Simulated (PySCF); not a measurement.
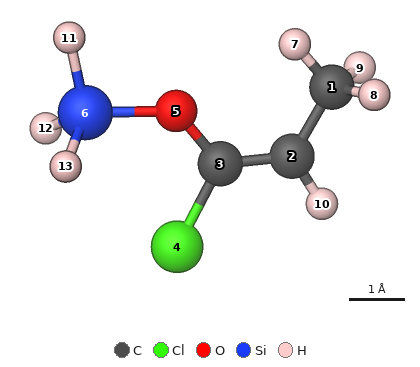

Figure 1. The input geometry (ball-and-stick view, seen at a tilt; atoms are numbered from 1 in the order of the input).

# NMR shielding calculation of C3H7ClOSi

System: C3H7ClOSi.
Method: GIAO WP04/pcSseg-1 NMR shielding, non-relativistic, gas phase (PySCF 2.14.0).

The geometry comes from this level: PBE0-D3(BJ)/def2-SVP. Figures and captions count atoms from 1; the log counts them from 0 in places.

### The program's output
```
coarse grid: 11936 points
cycle   1  E = -955.0967608285  dE =  5.673e-01  |g| = 1.004e+00  |ddm| = 3.348e+00
cycle   2  E = -954.7322550727  dE =  3.645e-01  |g| = 1.676e+00  |ddm| = 2.055e+00
cycle   3  E = -955.2674330815  dE = -5.352e-01  |g| = 2.207e-01  |ddm| = 1.582e+00
cycle   4  E = -955.2754791743  dE = -8.046e-03  |g| = 8.964e-02  |ddm| = 2.482e-01
cycle   5  E = -955.2766672807  dE = -1.188e-03  |g| = 5.398e-02  |ddm| = 1.062e-01
cycle   6  E = -955.2773953723  dE = -7.281e-04  |g| = 6.805e-03  |ddm| = 5.241e-02
cycle   7  E = -955.2774052983  dE = -9.926e-06  |g| = 1.791e-03  |ddm| = 5.978e-03
final grid: 106112 points
cycle   8  E = -955.3358037239  dE = -2.797e-05  |g| = 8.632e-03  |ddm| = 2.304e-02
cycle   9  E = -955.3357811637  dE =  2.256e-05  |g| = 1.343e-02  |ddm| = 1.505e-02
cycle  10  E = -955.3358185003  dE = -3.734e-05  |g| = 2.249e-03  |ddm| = 1.069e-02
cycle  11  E = -955.3358196429  dE = -1.143e-06  |g| = 4.250e-04  |ddm| = 2.082e-03
cycle  12  E = -955.3358196749  dE = -3.197e-08  |g| = 1.858e-04  |ddm| = 4.682e-04
cycle  13  E = -955.3358196828  dE = -7.885e-09  |g| = 4.304e-05  |ddm| = 1.663e-04
cycle  14  E = -955.3358196832  dE = -4.061e-10  |g| = 1.324e-05  |ddm| = 4.890e-05
```

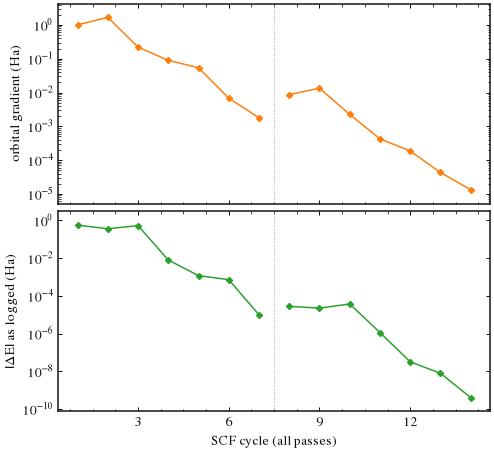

Figure 2. Convergence of the self-consistent field: orbital gradient and size of the energy change against the SCF cycle. The dotted line marks the change from a coarse to the final integration grid. The first 7 cycles use a coarse grid, the final grid takes over at cycle 8, and the field converges after 14 cycles in all.

```
converged SCF energy = -955.3358196832

GIAO shielding tensors (ppm)
atom      isotropic    diamagn.    paramagn.     s11        s22        s33       span
  0 C      156.589     248.290     -91.701    141.335    158.407    170.024     28.689
  1 C       64.413     255.843    -191.430    -23.575     88.064    128.750    152.325
  2 C       20.134     250.615    -230.481    -69.574     50.320     79.657    149.231
  3 Cl     634.272    1150.024    -515.752    390.140    479.932   1032.746    642.607
  4 O      199.822     406.125    -206.303    138.934    221.232    239.301    100.367
  5 Si     380.471     880.167    -499.695    353.322    356.939    431.152     77.830
  6 H       29.407      32.843      -3.436     24.843     30.728     32.651      7.808
  7 H       30.012      28.972       1.041     25.994     27.612     36.431     10.438
  8 H       30.011      27.817       2.194     25.993     27.610     36.429     10.436
  9 H       27.112      29.897      -2.786     23.401     26.521     31.414      8.013
 10 H       27.588      29.876      -2.288     24.337     26.048     32.378      8.041
 11 H       27.290      28.304      -1.014     24.009     26.046     31.815      7.807
 12 H       27.287      28.887      -1.600     24.002     26.056     31.803      7.801
```

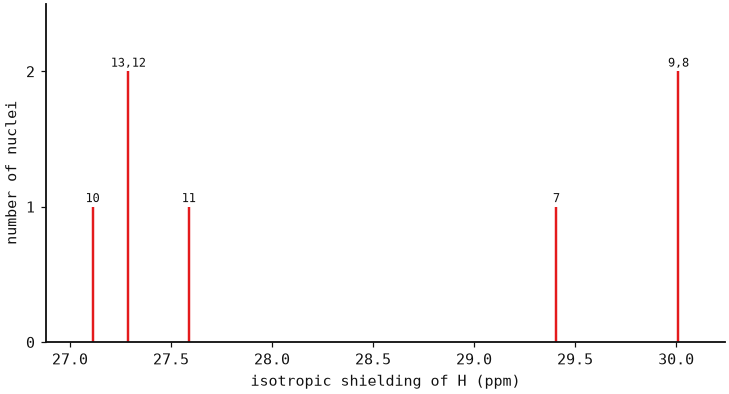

Figure 3. Isotropic shieldings of the hydrogen nuclei in this fixed geometry, labelled by atom number; shielding grows to the right, so chemical shift grows to the left. The least shielded is H10 (27.1 ppm), the most shielded H8 (30.0 ppm).

The run was set up as follows.

### Input file
```
{"job": {"kind": "nmr", "xc": "WP04", "basis": "pcSseg-1", "pop": false}, "charge": 0, "multiplicity": 1}
C     -2.015337    -0.556746    -0.008766
C     -1.254231    -0.831050    -1.261360
C      0.076215    -0.741225    -1.349950
Cl     0.903822    -1.078753    -2.858263
O      0.878627    -0.399366    -0.339694
Si     2.562194    -0.248071    -0.306146
H     -1.341689    -0.276501     0.811927
H     -2.739937     0.261623    -0.154775
H     -2.593744    -1.441069     0.306868
H     -1.793591    -1.121897    -2.164636
H      2.836056     0.158648     1.096663
H      3.220909    -1.549095    -0.607672
H      3.022991     0.805607    -1.252075
```

The first line tells a small driver script what to run in PySCF; the rest is the geometry in Å.

Command:
```bash
OMP_NUM_THREADS=1 python <driver script> task.json out
```

### Key numbers

```tsv
quantity	value
outcome	converged
total energy	−955.335820 hartree
HOMO	−7.74 eV
LUMO	−1.63 eV
dipole moment	0.80 D
isotropic shielding, C	20.1 to 156.6 ppm
isotropic shielding, Cl	634.3 ppm
isotropic shielding, O	199.8 ppm
isotropic shielding, Si	380.5 ppm
isotropic shielding, H	27.1 to 30.0 ppm
hardware	1 CPU thread, shared host
wall time	13 s
peak memory	0.85 GiB
```
